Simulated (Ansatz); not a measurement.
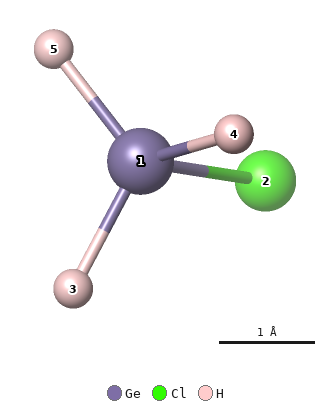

The input geometry (ball-and-stick view, seen at a tilt; atoms are numbered from 1 in the order of the input). Sticks mark near contacts.

**GeH3Cl: geometry relaxation**

GeH3Cl, computed with RKS PBE0-D4/def2-TZVP (Ansatz 0.2.0).

Figures and captions count atoms from 1; the log counts them from 0 in places.

## The input
```yaml
crystal:
  periodic: [false, false, false]
  atoms:
    - {symbol: Ge, position_ang: [-0.896429, -1.230985, -0.043014]}
    - {symbol: Cl, position_ang: [0.235890, -0.619818, 1.739742]}
    - {symbol: H, position_ang: [0.143329, -1.580469, -1.101273]}
    - {symbol: H, position_ang: [-1.681310, -2.451429, 0.446704]}
    - {symbol: H, position_ang: [-1.795691, -0.050242, -0.391028]}
basis:
  gaussian: {orbitals: def2-TZVP}
hamiltonian: {xc: pbe0, dispersion: d4}
relax: {f_tol: 0.005, max_steps: 200}
```

Launch command:
```bash
ansatz run in.yaml --threads 8 --pin off --events-out ev --progress --plain --max-ram 19148MiB
```

## Log
```
Functional definition: PBE0
  name "PBE0"
  cite "Adamo & Barone, J. Chem. Phys. 110, 6158 (1999) doi:10.1063/1.478522"
  cite "Perdew, Burke & Ernzerhof, Phys. Rev. Lett. 77, 3865 (1996) doi:10.1103/PhysRevLett.77.3865"
  parent pbe
  parameter a = 0.25
  parameter kappa = 0.804
  parameter beta = 0.06672455060314922
  exchange = (1 - a)*pbe_x(kappa = kappa, mu = beta*pi^2/3) + a*exact_x
  correlation = pbe_c(beta = beta)
801 factors; their error is unknown
mean field evaluation 1: about -69078.9175 eV, gradient 1.9e1 eV
mean field evaluation 2: about -69078.8709 eV, gradient 2.2e1 eV
mean field evaluation 4: about -69079.3912 eV, gradient 5.8e-1 eV
mean field evaluation 8: about -69079.7009 eV, gradient 2.9e-2 eV
mean field -69079.70094873 eV, -2538.6321859627 hartree, gradient 2.1e-5 eV, S^2 0.000000; 0 other end points of the search recorded, 0 dependent functions left out
the calculation of the forces begins
reference -69079.70097481 eV, -2538.6321869211 hartree; 26, 26 occupied and 77, 77 virtual orbitals, 801 factors
relax step   1: F+E_penalty+E_count = -69079.76402975 eV  Δ(F+E_penalty+E_count) = +0.000e0 eV  max|allowed force component| = 8.833e-1 eV/Å  Δτ_max = 0.0000 Å  (22 SCF iters, accepted)
these checks for a lower state are left out or cut short: starts, cluster_reference, orbital_swaps, neighbouring_geometries, increment
801 factors; their error is unknown
mean field evaluation 16: about -69079.7236 eV, gradient 1.2e-1 eV
mean field -69079.72357692 eV, -2538.6330175334 hartree, gradient 6.1e-5 eV, S^2 0.000000; 0 other end points of the search recorded, 0 dependent functions left out
the calculation of the forces begins
reference -69079.72360311 eV, -2538.6330184958 hartree; 26, 26 occupied and 77, 77 virtual orbitals, 801 factors
relax step   2: F+E_penalty+E_count = -69079.78663328 eV  Δ(F+E_penalty+E_count) = -2.260e-2 eV  max|allowed force component| = 1.922e-1 eV/Å  Δτ_max = 0.0547 Å  (24 SCF iters, accepted)
these checks for a lower state are left out or cut short: starts, cluster_reference, orbital_swaps, neighbouring_geometries, increment
801 factors; their error is unknown
mean field -69079.72602676 eV, -2538.6331075635 hartree, gradient 4.8e-5 eV, S^2 0.000000; 0 other end points of the search recorded, 0 dependent functions left out
the calculation of the forces begins
reference -69079.72605294 eV, -2538.6331085256 hartree; 26, 26 occupied and 77, 77 virtual orbitals, 801 factors
relax step   3: F+E_penalty+E_count = -69079.78930214 eV  Δ(F+E_penalty+E_count) = -2.669e-3 eV  max|allowed force component| = 1.415e-1 eV/Å  Δτ_max = 0.0316 Å  (24 SCF iters, accepted)
these checks for a lower state are left out or cut short: starts, cluster_reference, orbital_swaps, neighbouring_geometries, increment
801 factors; their error is unknown
mean field -69079.72708776 eV, -2538.6331465545 hartree, gradient 4.7e-5 eV, S^2 0.000000; 0 other end points of the search recorded, 0 dependent functions left out
the calculation of the forces begins
reference -69079.72711394 eV, -2538.6331475165 hartree; 26, 26 occupied and 77, 77 virtual orbitals, 801 factors
relax step   4: F+E_penalty+E_count = -69079.79028364 eV  Δ(F+E_penalty+E_count) = -9.815e-4 eV  max|allowed force component| = 2.734e-3 eV/Å  Δτ_max = 0.0106 Å  (25 SCF iters, accepted)
801 factors; their error is unknown
mean field evaluation 32: about -69078.9912 eV, gradient 2.1e1 eV
```

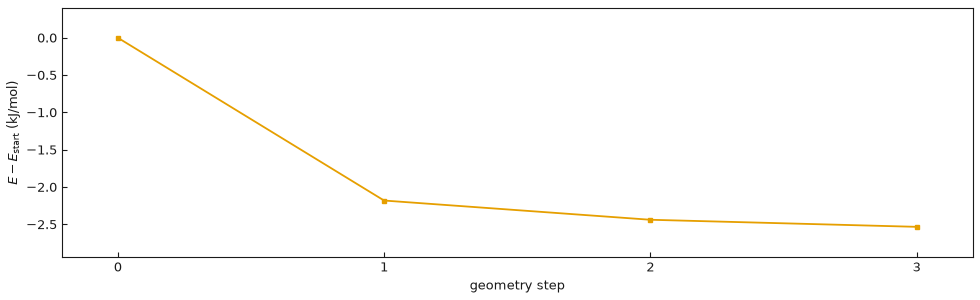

Progress of the relaxation, step by step (the first geometry is step 0 here and step 1 in the log).

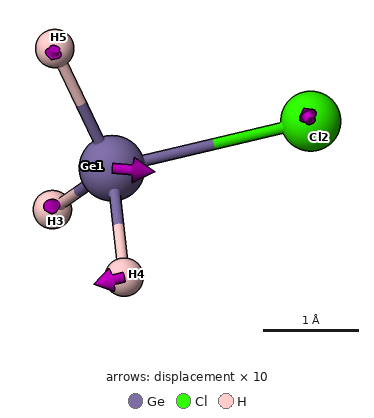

The starting structure with the displacements as pink arrows, magnified 10 times (ball-and-stick view, seen at a tilt). The two geometries are laid on each other by the best rigid fit. The atom that moves furthest after the best rigid fit is Ge1 (0.047 Å). Largest moves by element: Ge 0.047 Å, H 0.035 Å, Cl 0.021 Å. Among the contacts that change: Ge1–Cl2 2.199 → 2.155 Å, Ge1–H3 1.524 → 1.532 Å. Among the angles that change: Cl2–Ge1–H4 103.1° → 107.1°, H3–Ge1–H5 114.9° → 111.7°. After 3 geometry steps the energy has fallen by 2.53 kJ/mol. Largest force component: 0.88 eV/Å at the start, 0.0027 eV/Å at the end. (Atoms are counted from 1 in the order of the input.)

```
mean field -69079.72708776 eV, -2538.6331465545 hartree, gradient 4.7e-5 eV, S^2 0.000000; 1 other end points of the search recorded, 0 dependent functions left out
the calculation of the forces begins
reference -69079.72711394 eV, -2538.6331475165 hartree; 26, 26 occupied and 77, 77 virtual orbitals, 801 factors
Total energy: -69079.79030982 eV, -2538.6354699222 hartree
Atom 0 at    -0.882773    -1.233362     0.001587 Å, force     0.001572     0.000737     0.002734 eV/Å
Atom 1 at     0.244127    -0.604981     1.727847 Å, force    -0.001792    -0.001072    -0.002590 eV/Å
Atom 2 at     0.128577    -1.571778    -1.098117 Å, force    -0.000333     0.000623    -0.000107 eV/Å
Atom 3 at    -1.698947    -2.460924     0.418241 Å, force    -0.000011    -0.000232     0.000407 eV/Å
Atom 4 at    -1.785194    -0.061898    -0.398427 Å, force     0.000564    -0.000056    -0.000444 eV/Å
Dipole moment:    -0.214016    -0.119313    -0.327906 e Å
```

## Trajectory as extended XYZ (Å, eV, eV/Å), 4 frames, from step=1 to step=4
```
5
Properties=species:S:1:pos:R:3:forces:R:3 step=1 energy=-69079.76403
Ge   -0.8964   -1.2310   -0.0430    0.3392   0.0363   0.8833
Cl    0.2359   -0.6198    1.7397   -0.2383  -0.0888  -0.4700
H     0.1433   -1.5805   -1.1013    0.0030   0.0154  -0.1373
H    -1.6813   -2.4514    0.4467   -0.0625  -0.0114  -0.1533
H    -1.7957   -0.0502   -0.3910   -0.0414   0.0485  -0.1227
5
Properties=species:S:1:pos:R:3:forces:R:3 step=2 energy=-69079.78663
Ge   -0.8819   -1.2354    0.0088    0.0606   0.0268   0.1100
Cl    0.2588   -0.5916    1.7379   -0.1516  -0.1015  -0.1922
H     0.1213   -1.5708   -1.0967    0.0514  -0.0109  -0.0009
H    -1.7093   -2.4667    0.4022    0.0551   0.0440   0.0570
H    -1.7830   -0.0686   -0.4011   -0.0154   0.0416   0.0261
5
Properties=species:S:1:pos:R:3:forces:R:3 step=3 energy=-69079.78930
Ge   -0.8834   -1.2340    0.0013   -0.0603  -0.0312  -0.0981
Cl    0.2390   -0.6073    1.7189    0.0898   0.0484   0.1415
H     0.1321   -1.5707   -1.0954   -0.0185  -0.0050  -0.0111
H    -1.6983   -2.4616    0.4214   -0.0045   0.0022  -0.0170
H    -1.7836   -0.0593   -0.3951   -0.0065  -0.0144  -0.0153
5
Properties=species:S:1:pos:R:3:forces:R:3 step=4 energy=-69079.79028
Ge   -0.8828   -1.2334    0.0016    0.0016   0.0007   0.0027
Cl    0.2441   -0.6050    1.7278   -0.0018  -0.0011  -0.0026
H     0.1286   -1.5718   -1.0981   -0.0003   0.0006  -0.0001
H    -1.6989   -2.4609    0.4182    0.0000  -0.0002   0.0004
H    -1.7852   -0.0619   -0.3984    0.0006  -0.0001  -0.0004
```

## Summary

- outcome: converged
- total energy: −69079.7903 eV
- mean-field energy: −69079.7271 eV
- dispersion energy: −0.0632 eV
- SCF solution under orbital rotations: stable
- largest force (length of the vector) at the end: 0.003 eV/Å
- dipole moment: 1.97 D
- hardware: 8 threads of Arm Neoverse V2, 23 GiB of memory available, shared host
- wall time: 2.1 s (CPU time 13 s)
- peak memory: 0.49 GiB
